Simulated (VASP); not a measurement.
Band structure of Zn$_{4}$STe$_{3}$ (ordered alloy cell). Method: PBEsol GGA, VASP's PBE PAW potentials (set 64) (plane waves; VASP).

Unless said otherwise, spin-orbit coupling is left out, though it shifts the bands of the heavy elements here.

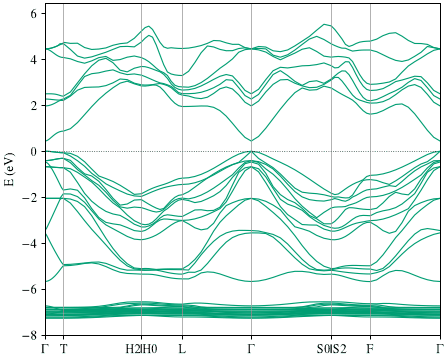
*Bands along high-symmetry lines, zero at the valence-band maximum or, without a gap, the Fermi level*

Read the plot: is there a gap, and where are the band edges?

The gap is direct, 0.45 eV, from the valence maximum at Γ to the conduction minimum at Γ. (Edges off the drawn lines would not show.)

The structure was generated: Zn4STe3 was put into an ordered model structure (R3m), which need not be its known phase. It was relaxed first.
